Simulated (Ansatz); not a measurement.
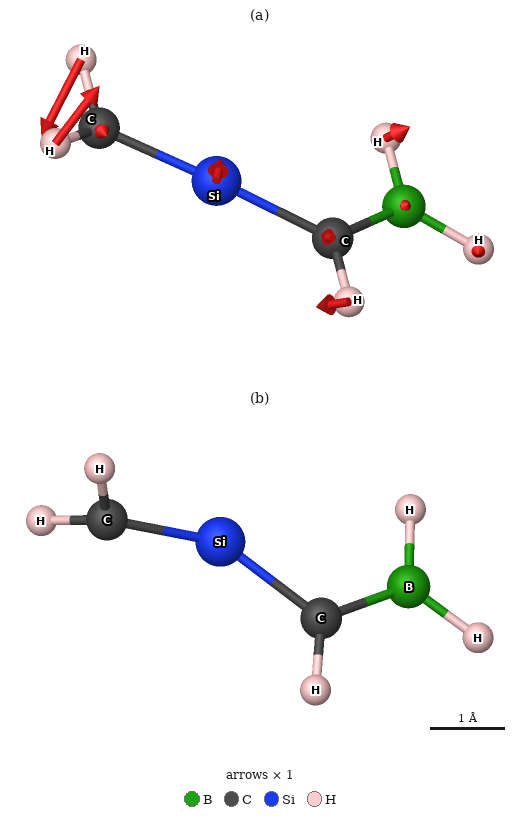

The structure of C2H5BSi before (top) and after (bottom) a relaxation, at one scale. The red arrows give the displacements, at their true length.

A ball-and-stick model, seen from a free direction.

The run prepares the start of a later molecular dynamics calculation, from a guessed geometry.

The calculation used RKS r2SCAN/STO-3G in Ansatz 0.2.0. Settings: no spin polarisation; force threshold 0.02 eV/Å; at most 40 steps.

**Summarise the run.**

The largest move after the best rigid fit is that of an H atom, 1.19 Å. By element the largest moves are H 1.19 Å, Si 0.45 Å, C 0.25 Å, B 0.12 Å. Some distances before and after: C–Si 1.781 → 1.724 Å, C–Si 1.755 → 1.703 Å, B–C 1.503 → 1.479 Å, C–H 1.081 → 1.097 Å. Bond angles that change, for instance: C–Si–C 175.7° → 149.2°, B–C–Si 124.3° → 120.7°, B–C–H 120.4° → 123.7°. The energy falls by 28.4 kcal/mol in 16 accepted moves (19 points after the start). Largest force component: 1.8 eV/Å at the start, 0.0087 eV/Å at the end. The line search rejected the trial steps at points 14, 16, 18 of the run.

Limits of the set-up: STO-3G is a minimal basis, so the numbers are rough.
